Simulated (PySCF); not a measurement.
NMR shielding calculation, with input and output: C3H4O2SSi

The run: NMR shielding calculation of C3H4O2SSi. Method and program: GIAO PBE0/pcSseg-1 NMR shielding, non-relativistic, gas phase (PySCF 2.14.0).

The geometry comes from this level: GFN2-xTB. Figures and captions count atoms from 1; the log counts them from 0 in places.

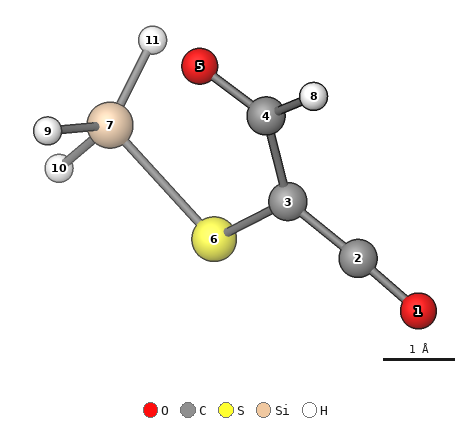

Figure 1. The input geometry (ball-and-stick view, seen at a tilt; atoms are numbered from 1 in the order of the input). Bond lengths as drawn: C–C 1.31 to 1.43 Å, C–H 1.10 Å, C–O 1.15 to 1.22 Å, C–S 1.79 Å, H–Si 1.45 to 1.47 Å and S–Si 2.20 Å.

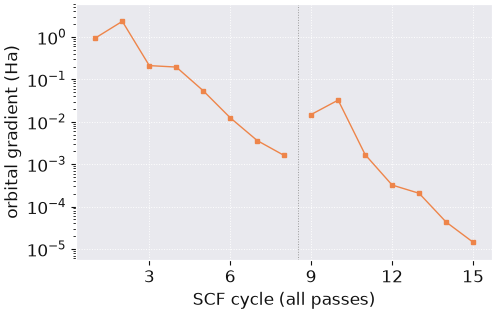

Figure 2. Convergence of the self-consistent field: orbital gradient against the SCF cycle. The dotted line marks the change from a coarse to the final integration grid. The first 8 cycles use a coarse grid, the final grid takes over at cycle 9, and the field converges after 15 cycles in all.

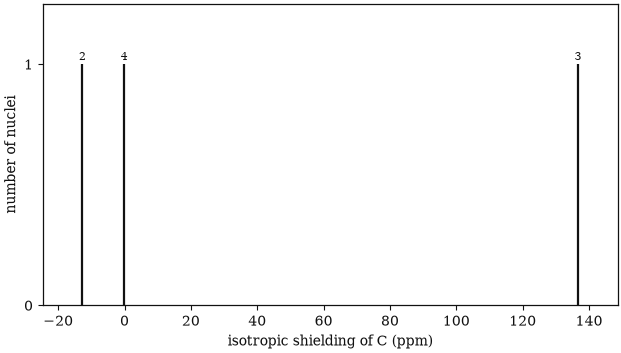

Figure 3. Isotropic shieldings of the carbon nuclei in this fixed geometry, labelled by atom number; shielding grows to the right, so chemical shift grows to the left. The least shielded is C2 (−12.7 ppm), the most shielded C3 (136.7 ppm).

The input and output of the run follow.

### Input file
```
{"job": {"kind": "nmr", "xc": "PBE0", "basis": "pcSseg-1"}, "charge": 0, "multiplicity": 1}
O     -2.135318    -2.869329    -0.698082
C     -1.533367    -1.932123    -0.401429
C     -0.797141    -0.882892    -0.113484
C     -1.057623     0.094896     0.890606
O     -0.329605     1.045111     1.108818
S      0.679667    -0.719270    -1.119803
Si     1.563243     1.117954    -0.293299
H     -1.974923    -0.056027     1.475791
H      0.779771     2.275819    -0.684858
H      2.706888     1.067004    -1.220121
H      2.103832     0.861527     1.029896
```

The first line tells a small driver script what to run in PySCF; the rest is the geometry in Å.

Launched with:
```bash
OMP_NUM_THREADS=1 python <driver script> task.json out
```

### What the program printed
```
coarse grid: 11160 points
cycle   1  E = -953.9679753949  dE =  1.280e+00  |g| = 9.429e-01  |ddm| = 3.447e+00
cycle   2  E = -953.0403469804  dE =  9.276e-01  |g| = 2.335e+00  |ddm| = 3.601e+00
cycle   3  E = -954.1373654813  dE = -1.097e+00  |g| = 2.108e-01  |ddm| = 2.960e+00
cycle   4  E = -954.1403908478  dE = -3.025e-03  |g| = 1.949e-01  |ddm| = 4.164e-01
cycle   5  E = -954.1475301367  dE = -7.139e-03  |g| = 5.372e-02  |ddm| = 1.844e-01
cycle   6  E = -954.1481548619  dE = -6.247e-04  |g| = 1.241e-02  |ddm| = 5.665e-02
cycle   7  E = -954.1481909755  dE = -3.611e-05  |g| = 3.600e-03  |ddm| = 1.814e-02
cycle   8  E = -954.1481934911  dE = -2.516e-06  |g| = 1.601e-03  |ddm| = 5.658e-03
final grid: 101200 points
cycle   9  E = -954.2122614826  dE =  8.007e-06  |g| = 1.482e-02  |ddm| = 2.895e-02
cycle  10  E = -954.2121059607  dE =  1.555e-04  |g| = 3.238e-02  |ddm| = 3.710e-02
cycle  11  E = -954.2123004415  dE = -1.945e-04  |g| = 1.677e-03  |ddm| = 2.708e-02
cycle  12  E = -954.2123011153  dE = -6.738e-07  |g| = 3.215e-04  |ddm| = 2.171e-03
cycle  13  E = -954.2123011307  dE = -1.542e-08  |g| = 2.055e-04  |ddm| = 4.871e-04
cycle  14  E = -954.2123011399  dE = -9.205e-09  |g| = 4.316e-05  |ddm| = 2.435e-04
cycle  15  E = -954.2123011402  dE = -3.154e-10  |g| = 1.442e-05  |ddm| = 3.795e-05
converged SCF energy = -954.2123011402

GIAO shielding tensors (ppm)
atom      isotropic    diamagn.    paramagn.     s11        s22        s33       span
  0 O      -75.520     400.659    -476.178   -216.758    -90.385     80.585    297.343
  1 C      -12.687     261.596    -274.282    -96.961    -56.657    115.558    212.518
  2 C      136.651     265.748    -129.097    101.855    145.821    162.277     60.422
  3 C       -0.119     242.787    -242.907    -91.357    -18.488    109.487    200.845
  4 O     -225.757     401.939    -627.696   -718.205   -329.218    370.151   1088.356
  5 S      666.326    1056.709    -390.383    520.930    533.318    944.731    423.801
  6 Si     410.215     875.823    -465.607    347.561    407.939    475.146    127.586
  7 H       22.193      27.377      -5.184     19.835     20.294     26.450      6.615
  8 H       26.036      27.932      -1.895     22.820     24.064     31.225      8.405
  9 H       27.133      27.637      -0.505     23.186     25.415     32.796      9.610
 10 H       26.027      27.929      -1.902     22.823     24.043     31.217      8.394
```

### Summary

```csv
quantity,value
outcome,converged
total energy,−954.212301 hartree
HOMO,−6.66 eV
LUMO,−2.53 eV
dipole moment,2.43 D
"isotropic shielding, O",−225.8 to −75.5 ppm
"isotropic shielding, C",−12.7 to 136.7 ppm
"isotropic shielding, S",666.3 ppm
"isotropic shielding, Si",410.2 ppm
"isotropic shielding, H",22.2 to 27.1 ppm
hardware,"1 CPU thread, shared host"
wall time,21 s
peak memory,0.71 GiB
```
